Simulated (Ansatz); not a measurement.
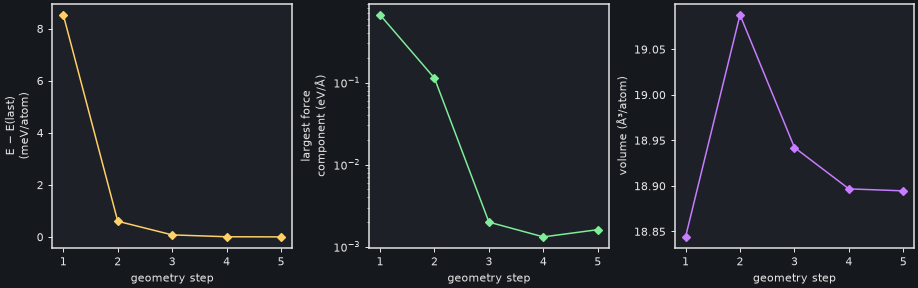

History of a geometry optimisation. Atoms and cell relax. A closing SCF on a freshly chosen basis isn't drawn.

```
crystal:
  lattice:
    - [0.0, 3.818666, 0.0]
    - [3.818666, 0.0, 0.0]
    - [1.909333, 1.909333, -6.461311]
  atoms:
    - { symbol: S, position: [0.36, 0.36, 0.28] }
    - { symbol: S, position: [0.64, 0.64, 0.72] }
    - { symbol: K, position: [0.0, 0.0, 0.0] }
    - { symbol: Rh, position: [0.75, 0.25, 0.5] }
    - { symbol: Rh, position: [0.25, 0.75, 0.5] }
  symmetry: { tolerance: 0.0003 }
kpoints:
  mp_grid: { grid: [8, 8, 8], shift: [0, 0, 0] }
magnetization:
  spin_polarized: false
scf:
  occupations: { method: fermi_dirac, width: 0.0675 }
hamiltonian:
  pseudopotentials: { kind: paw }
  xc: pbesol
basis:
  ecutwfc: 420
output:
  forces: true
  stress: true
  eigenvalues: true
  write_density: true
  write_potential: true
  elf: true
  volumetric_format: npy
relax:
  max_steps: 40
  cell: {}
```

Run as:
```bash
ansatz run input.yaml --threads 1 --pin off --max-ram 2560MiB --backend cpu --events-out ev --progress --plain --runs-dir out
```

### How did the optimisation end?

The optimisation met its thresholds at geometry 5, counting the start as the first. The energy fell by about 8.5 meV/atom from the first step to the last. The largest force component goes from about 0.67 eV/Å at the start to 1.6 × 10⁻³ eV/Å at the end.

### Was the starting cell too large or too small?

The volume grows from 18.84 to 18.89 Å³ per atom (+0.3 %), overshooting to 19.09 at step 2.
